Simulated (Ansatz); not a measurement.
# GaNH₂ (triplet): the correlation ladder, cc-pVTZ

Aim: climb from Hartree-Fock through coupled cluster for GaNH₂ (triplet) at one geometry and basis, and see what each rung misses.

Computed with Ansatz 0.2.0, Gaussian basis. Level: cc-pVTZ, core rule «outside noble gas», up to 15 orbitals frozen.

Plan: UHF; CCSD(T) on ROHF; CCSD(T) on UHF; BCCD(T) on ROHF; CCSDT(Q) on ROHF; CCSDT(Q) on UHF.

12 further runs of the same task are left out: 8 for a known fault of the program, 4 set aside as unsound or not needed.

## (1) The system

The geometry is a PBE0/def2-TZVP stationary point (not a proven minimum). No spin-orbit coupling is included. The filled d shell of Ga may be among the frozen orbitals whatever the setting's name suggests; the logs give the count.

4 atoms, charge 0, spin multiplicity 3.

Atoms are counted from 1 here; the program's logs count them from 0.

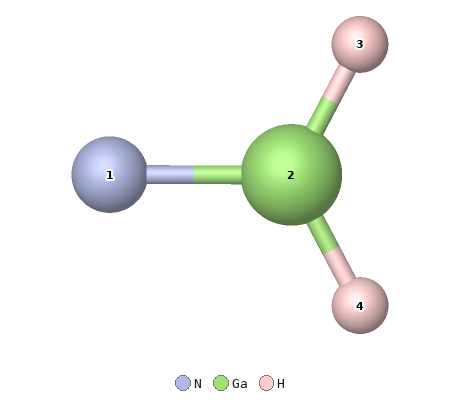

The structure; nitrogen light blue, gallium green, hydrogen pink; atoms are numbered from 1 in the order of the file.

In the tables R marks a restricted open-shell determinant and U an unrestricted one; energies count from the table's Hartree-Fock row.

## (2) UHF

Input file in.yaml:

```yaml
crystal:
  periodic: [false, false, false]
  atoms:
    - {symbol: N, position_ang: [0.000000, 0.000000, 1.625834]}
    - {symbol: Ga, position_ang: [0.000000, 0.000000, -0.297041]}
    - {symbol: H, position_ang: [0.000000, 1.386306, -1.022870]}
    - {symbol: H, position_ang: [0.000000, -1.386306, -1.022870]}
basis:
  gaussian: {orbitals: cc-pVTZ}
magnetization: {spin_polarized: true, initial_magnetization: 2}
hamiltonian: {xc: hf}
output: {orbitals: {seedname: orbitals}}
```

Launch:

```console
$ ansatz run in.yaml --threads 1 --pin off --events-out ev --progress --plain --max-ram 4096MiB --backend cpu
```

The program printed:

```text
Functional definition: HF
  name "HF"
  cite "Fock, Z. Phys. 61, 126 (1930) doi:10.1007/BF01340294"
  parent pbe
  exchange = exact_x
  correlation = 0
804 factors; their error is unknown
mean field evaluation 1: about -53844.5720 eV, gradient 1.3e1 eV
mean field evaluation 2: about -53845.8287 eV, gradient 5.3e0 eV
mean field evaluation 4: about -53846.0651 eV, gradient 5.5e-1 eV
mean field evaluation 8: about -53846.0694 eV, gradient 1.2e-1 eV
mean field evaluation 16: about -53845.3961 eV, gradient 1.3e1 eV
mean field evaluation 32: about -53845.7412 eV, gradient 5.6e-1 eV
mean field evaluation 64: about -53846.0694 eV, gradient 1.2e-1 eV
mean field -53846.89688469 eV, -1978.8369617747 hartree, gradient 2.2e-5 eV, S^2 2.017701; 2 other end points of the search recorded, 0 dependent functions left out
reference -53846.89688469 eV, -1978.8369617747 hartree; 21, 19 occupied and 80, 82 virtual orbitals, 804 factors
Total energy: -53846.89688469 eV, -1978.8369617747 hartree
```

Run time: 4.4 s. Hardware: 1 thread of AMD EPYC 7R13, shared host; peak memory 0.26 GiB.

From the report: ⟨S²⟩ of the determinant 2.018 (pure triplet: 2.00).

## (3) CCSD(T) on ROHF

in.yaml, as its differences from that of step 2:

```diff
@@ -9,4 +9,3 @@
   gaussian: {orbitals: cc-pVTZ}
-magnetization: {spin_polarized: true, initial_magnetization: 2}
-hamiltonian: {xc: hf}
-output: {orbitals: {seedname: orbitals}}
+magnetization: {spin_polarized: false, initial_magnetization: 2}
+correlation: {method: ccsd_t, electrons: outside_noble_gas}
```

Launch:

```console
$ ansatz run in.yaml --threads 2 --pin off --events-out ev --progress --plain --max-ram 24576MiB --backend cuda --devices 0, --max-vram 18GiB
```

The program printed, cut to the lines that bear on the results:

```text
Functional definition: HF
  name "HF"
  cite "Fock, Z. Phys. 61, 126 (1930) doi:10.1007/BF01340294"
  parent pbe
[...]
611 factors; integrals over basis functions are off by at most 1.2e-3 eV
[...]
mean field -53846.71598067 eV, -1978.8303136747 hartree, gradient 3.8e-6 eV, S^2 2.000000; 7 other end points of the search recorded, 0 dependent functions left out
[...]
determinant -53846.71598067 eV, -1978.8303136747 hartree, with singles and doubles -53853.47963179 eV, -1979.0788732689 hartree
determinant -53845.48749130 eV, -1978.7851675229 hartree, with singles and doubles -53852.38850144 eV, -1979.0387749681 hartree
determinant -53845.01193862 eV, -1978.7676912843 hartree, with singles and doubles -53851.78419588 eV, -1979.0165671482 hartree
15 core orbitals not correlated: weight in the atoms' cores, before any rotation towards them, 0.955 or more for the frozen orbitals, at most 0.060 for the correlated occupied ones
reference -53846.71598067 eV, -1978.8303136747 hartree; 6, 4 occupied and 80, 82 virtual orbitals, 611 factors
second order -5.67326127 eV of doubles, -0.11003458 eV of singles
cycle   1  -6.62748010 eV  change   -6.1e-1 eV  update   2.3e-2
[...]
cycle  10  -6.64742199 eV  change    4.9e-6 eV  update   5.9e-6
perturbative correction -0.18741204 eV, -0.0068872653 hartree
Total energy: -53853.55081470 eV, -1979.0814891923 hartree
```

Wall time 19 s (1 × H100 (card shared with other runs) with 2 threads of AMD EPYC 7R13, shared host); peak host memory 0.79 GiB.

From the report: correlation -6.8348 eV; T1 0.020; largest double amplitude 0.03.

## (4) CCSD(T) on UHF

in.yaml, as its differences from that of step 3:

```diff
@@ -9,3 +9,3 @@
   gaussian: {orbitals: cc-pVTZ}
-magnetization: {spin_polarized: false, initial_magnetization: 2}
+magnetization: {spin_polarized: true, initial_magnetization: 2}
 correlation: {method: ccsd_t, electrons: outside_noble_gas}
```

The command is unchanged.

The program printed, cut to the lines that bear on the results:

```text
Functional definition: HF
  name "HF"
  cite "Fock, Z. Phys. 61, 126 (1930) doi:10.1007/BF01340294"
  parent pbe
[...]
611 factors; integrals over basis functions are off by at most 1.2e-3 eV
[...]
mean field -53846.89754284 eV, -1978.8369859613 hartree, gradient 5.4e-6 eV, S^2 2.017701; 7 other end points of the search recorded, 0 dependent functions left out
determinant -53846.89754284 eV, -1978.8369859613 hartree, with singles and doubles -53853.47562492 eV, -1979.0787260191 hartree
determinant -53845.68787350 eV, -1978.7925314329 hartree, with singles and doubles -53852.39668442 eV, -1979.0390756870 hartree
determinant -53845.15690429 eV, -1978.7730186743 hartree, with singles and doubles -53851.78350907 eV, -1979.0165419086 hartree
15 core orbitals not correlated: weight in the atoms' cores, before any rotation towards them, 0.943 or more for the frozen orbitals, at most 0.074 for the correlated occupied ones
reference -53846.89754284 eV, -1978.8369859613 hartree; 6, 4 occupied and 80, 82 virtual orbitals, 611 factors
second order -5.58898480 eV of doubles, -0.00000000 eV of singles
cycle   1  -6.44925542 eV  change   -6.2e-1 eV  update   2.3e-2
[...]
cycle  10  -6.47180426 eV  change    4.9e-6 eV  update   6.7e-6
perturbative correction -0.18339155 eV, -0.0067395150 hartree
Total energy: -53853.55273865 eV, -1979.0815598962 hartree
```

Run time: 7 s. Hardware: 1 × H100 (card shared with other runs) with 2 threads of AMD EPYC 7R13, shared host; peak host memory 0.78 GiB.

From the report: ⟨S²⟩ of the determinant 2.018 (pure triplet: 2.00); correlation -6.6552 eV; T1 0.016; largest double amplitude 0.03.

## (5) BCCD(T) on ROHF

in.yaml, as its differences from that of step 4:

```diff
@@ -9,3 +9,3 @@
   gaussian: {orbitals: cc-pVTZ}
-magnetization: {spin_polarized: true, initial_magnetization: 2}
-correlation: {method: ccsd_t, electrons: outside_noble_gas}
+magnetization: {spin_polarized: false, initial_magnetization: 2}
+correlation: {method: bccd_t, electrons: outside_noble_gas}
```

Same command.

The program printed, cut to the lines that bear on the results:

```text
Functional definition: HF
  name "HF"
  cite "Fock, Z. Phys. 61, 126 (1930) doi:10.1007/BF01340294"
  parent pbe
[...]
611 factors; integrals over basis functions are off by at most 1.2e-3 eV
[...]
mean field -53846.71598067 eV, -1978.8303136747 hartree, gradient 3.8e-6 eV, S^2 2.000000; 7 other end points of the search recorded, 0 dependent functions left out
[...]
determinant -53846.71598067 eV, -1978.8303136747 hartree, with singles and doubles -53853.47963179 eV, -1979.0788732689 hartree
determinant -53845.48749130 eV, -1978.7851675229 hartree, with singles and doubles -53852.38850144 eV, -1979.0387749681 hartree
determinant -53845.01193862 eV, -1978.7676912843 hartree, with singles and doubles -53851.78419588 eV, -1979.0165671482 hartree
15 core orbitals not correlated: weight in the atoms' cores, before any rotation towards them, 0.955 or more for the frozen orbitals, at most 0.060 for the correlated occupied ones
reference -53846.71598067 eV, -1978.8303136747 hartree; 6, 4 occupied and 80, 82 virtual orbitals, 611 factors
second order -5.67326127 eV of doubles, -0.11003458 eV of singles
cycle   1  -6.62623900 eV  change   -6.0e-1 eV  update   2.3e-2
[...]
cycle  10  -6.64136905 eV  change    5.3e-6 eV  update   6.8e-6
perturbative correction -0.19359610 eV, -0.0071145254 hartree
Total energy: -53853.55094582 eV, -1979.0814940110 hartree
```

Run time: 5.5 s. Hardware: 1 × H100 (card shared with other runs) with 2 threads of AMD EPYC 7R13, shared host; peak host memory 0.78 GiB.

From the report: correlation -6.8350 eV; largest double amplitude 0.03.

## (6) CCSDT(Q) on ROHF

in.yaml, as its differences from that of step 5:

```diff
@@ -10,2 +10,2 @@
 magnetization: {spin_polarized: false, initial_magnetization: 2}
-correlation: {method: bccd_t, electrons: outside_noble_gas}
+correlation: {method: ccsdt_q, electrons: outside_noble_gas}
```

Launched as before.

The program printed, cut to the lines that bear on the results:

```text
Functional definition: HF
  name "HF"
  cite "Fock, Z. Phys. 61, 126 (1930) doi:10.1007/BF01340294"
  parent pbe
[...]
1244 factors; integrals over basis functions are off by at most 2.3e-7 eV
[...]
mean field -53846.71608066 eV, -1978.8303173491 hartree, gradient 3.9e-6 eV, S^2 2.000000; 7 other end points of the search recorded, 0 dependent functions left out
[...]
determinant -53846.71608066 eV, -1978.8303173491 hartree, with singles and doubles -53853.47976152 eV, -1979.0788780364 hartree
determinant -53845.48759017 eV, -1978.7851711562 hartree, with singles and doubles -53852.38864056 eV, -1979.0387800807 hartree
determinant -53845.01203631 eV, -1978.7676948745 hartree, with singles and doubles -53851.78433210 eV, -1979.0165721543 hartree
15 core orbitals not correlated: weight in the atoms' cores, before any rotation towards them, 0.955 or more for the frozen orbitals, at most 0.060 for the correlated occupied ones
reference -53846.71608066 eV, -1978.8303173491 hartree; 6, 4 occupied and 80, 82 virtual orbitals, 1244 factors
second order -5.67329348 eV of doubles, -0.11003448 eV of singles
cycle   1  -6.39044278 eV  change   -6.1e-1 eV  update   6.9e-2
[...]
cycle  21  -6.86215156 eV  change   -4.1e-7 eV  update   2.7e-7
perturbative correction -0.00740291 eV, -0.0002720520 hartree
Total energy: -53853.58563512 eV, -1979.0827688194 hartree
```

Run time: 25 s. Hardware: 1 × H100 (card shared with other runs) with 2 threads of AMD EPYC 7R13, shared host; peak host memory 1.1 GiB.

From the report: correlation -6.8696 eV; T1 0.021; largest double amplitude 0.03.

## (7) CCSDT(Q) on UHF

in.yaml, as its differences from that of step 6:

```diff
@@ -9,3 +9,3 @@
   gaussian: {orbitals: cc-pVTZ}
-magnetization: {spin_polarized: false, initial_magnetization: 2}
+magnetization: {spin_polarized: true, initial_magnetization: 2}
 correlation: {method: ccsdt_q, electrons: outside_noble_gas}
```

The command is unchanged.

The program printed, cut to the lines that bear on the results:

```text
Functional definition: HF
  name "HF"
  cite "Fock, Z. Phys. 61, 126 (1930) doi:10.1007/BF01340294"
  parent pbe
[...]
1244 factors; integrals over basis functions are off by at most 2.3e-7 eV
[...]
mean field -53846.89764262 eV, -1978.8369896281 hartree, gradient 4.5e-6 eV, S^2 2.017701; 7 other end points of the search recorded, 0 dependent functions left out
determinant -53846.89764262 eV, -1978.8369896281 hartree, with singles and doubles -53853.47575456 eV, -1979.0787307830 hartree
determinant -53845.68797352 eV, -1978.7925351086 hartree, with singles and doubles -53852.39682252 eV, -1979.0390807622 hartree
determinant -53845.15700251 eV, -1978.7730222840 hartree, with singles and doubles -53851.78364452 eV, -1979.0165468863 hartree
15 core orbitals not correlated: weight in the atoms' cores, before any rotation towards them, 0.943 or more for the frozen orbitals, at most 0.074 for the correlated occupied ones
reference -53846.89764262 eV, -1978.8369896281 hartree; 6, 4 occupied and 80, 82 virtual orbitals, 1244 factors
second order -5.58901678 eV of doubles, -0.00000000 eV of singles
cycle   1  -6.19976539 eV  change   -6.1e-1 eV  update   6.9e-2
[...]
cycle  21  -6.68311163 eV  change   -5.3e-7 eV  update   3.2e-7
perturbative correction -0.00788741 eV, -0.0002898569 hartree
Total energy: -53853.58864165 eV, -1979.0828793073 hartree
```

It took 31 s on 1 × H100 (card shared with other runs) with 2 threads of AMD EPYC 7R13, shared host; peak host memory 0.99 GiB.

From the report: ⟨S²⟩ of the determinant 2.018 (pure triplet: 2.00); correlation -6.6910 eV; T1 0.017; largest double amplitude 0.03.

## (8) The ladder

The yardstick is UCCSDT(Q), where the cluster series has nearly closed. Rows without a time come out of other runs: HF, MP2 and CCSD of CCSD(T), CCSDT of CCSDT(Q).

Differences are taken before rounding.

```
   method  energy from the lowest RHF (kcal/mol)  from UCCSDT(Q) (kcal/mol)   time
      RHF                                   0.00                    +158.49       
      UHF                                  -4.19                    +154.30       
     RMP2                                -133.37                     +25.12       
     UMP2                                -133.07                     +25.42       
    RCCSD                                -153.29                      +5.19       
    UCCSD                                -153.43                      +5.06       
 RCCSD(T)                                -157.62                      +0.87   19 s
 UCCSD(T)                                -157.66                      +0.83    7 s
  BCCD(T)                                -157.62                      +0.87  5.5 s
   RCCSDT                                -158.25                      +0.24       
   UCCSDT                                -158.31                      +0.18       
RCCSDT(Q)                                -158.42                      +0.07   25 s
UCCSDT(Q)                                -158.49                          0   31 s
```

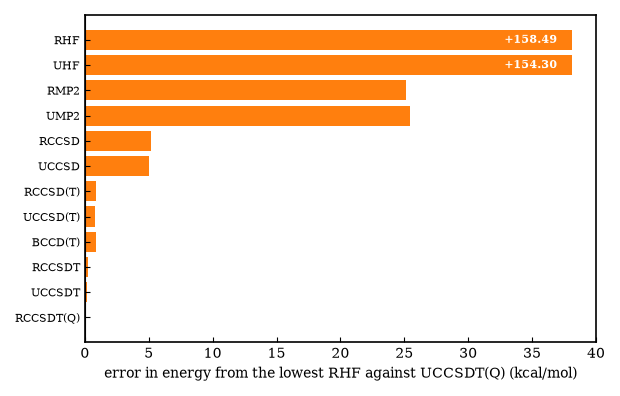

Deviations from UCCSDT(Q), method by method. Bars with a number in them are cut short.

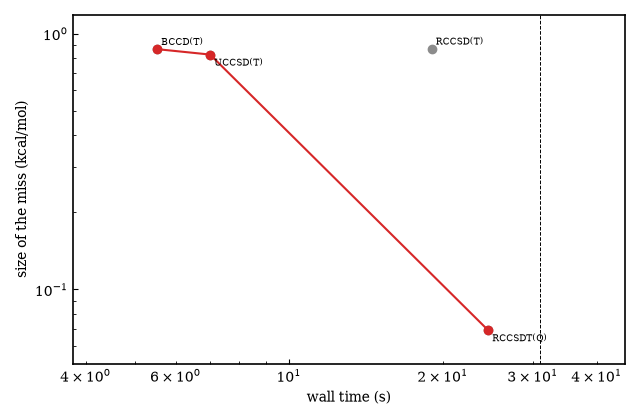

Miss against cost. Red marks the levels that no quicker level drawn beats (of those quicker than the yardstick), and the dashed line is the time of UCCSDT(Q). Times are from a shared host.

With the free atoms at the same levels and basis (separate runs), the atomisation energy is 7.037 eV at UCCSDT(Q), 7.025 eV at RCCSD(T), 7.019 eV at UCCSD(T), 4.752 eV at RHF.

## (9) Summary of results

| quantity | value |
| --- | --- |
| UCCSDT(Q) below the RHF energy | -6.8727 eV |
| RMP2 from UCCSDT(Q) | +25.12 kcal/mol |
| UMP2 from UCCSDT(Q) | +25.42 kcal/mol |
| RCCSD from UCCSDT(Q) | +5.19 kcal/mol |
| RCCSD(T) from UCCSDT(Q) | +0.87 kcal/mol |
| UCCSD(T) from UCCSDT(Q) | +0.83 kcal/mol |
| RCCSDT(Q) from UCCSDT(Q) | +0.07 kcal/mol |
| levels within 1 kcal/mol (43 meV) | RCCSD(T), UCCSD(T), BCCD(T), RCCSDT, UCCSDT, RCCSDT(Q) |
| T1 diagnostic | 0.020 |

**Reading.** RCCSD(T) lands +0.87 kcal/mol from the yardstick (0.6 % of the correlation energy). These misses are within one basis, not against nature; the frozen cores of restricted and unrestricted runs differ, which can shift their rows.

RCCSDT(Q) reaches 0.07 kcal/mol from the reference in 25 s, where UCCSDT(Q) took 31 s; the quickest level in the cost chart, BCCD(T), takes 5.5 s and misses by 0.87 kcal/mol.
